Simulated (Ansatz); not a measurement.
```xyz
13

C    -1.6038    0.9362    1.1893
S     0.0502    1.4433    0.6152
C     0.2883    0.2846   -0.8048
Si    0.8010   -1.4624   -0.2250
S     1.5245    0.9474   -1.9848
H    -2.3752    1.1156    0.4122
H    -1.6298   -0.1253    1.5077
H    -1.8329    1.5721    2.0666
H    -0.6531    0.2491   -1.3962
H     0.7877   -2.4335   -1.3755
H    -0.1348   -1.9713    0.8414
H     2.1895   -1.3654    0.3422
H     2.6088    0.7746   -1.1734
```

All numbers below come from RKS PBE/def2-SVP in Ansatz.

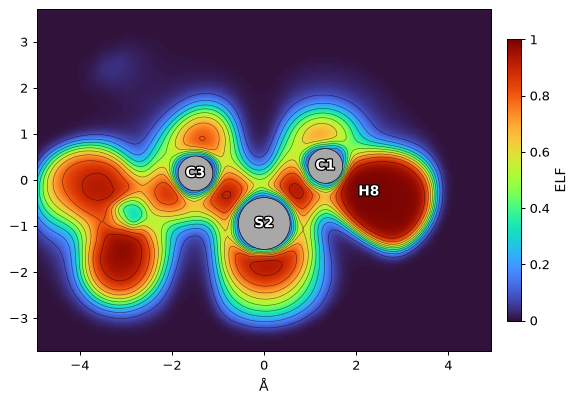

C2H8S2Si. ELF on the plane of atoms C1, S2 and C3. Grey discs cover the atomic cores.

Question: Interpret the plot.

Answer:
- The section cuts through C, S and H sites.
- C–S (1.82 Å): the ELF peaks at about 0.90 between the atoms: a covalent bond.
- C–H (1.11 Å): the ELF climbs to about 1 towards the hydrogen, as it does in any bond to H: an ordinary covalent bond to hydrogen.
- The ELF also peaks beside S2 and S5, away from the bonds: lone-pair regions.
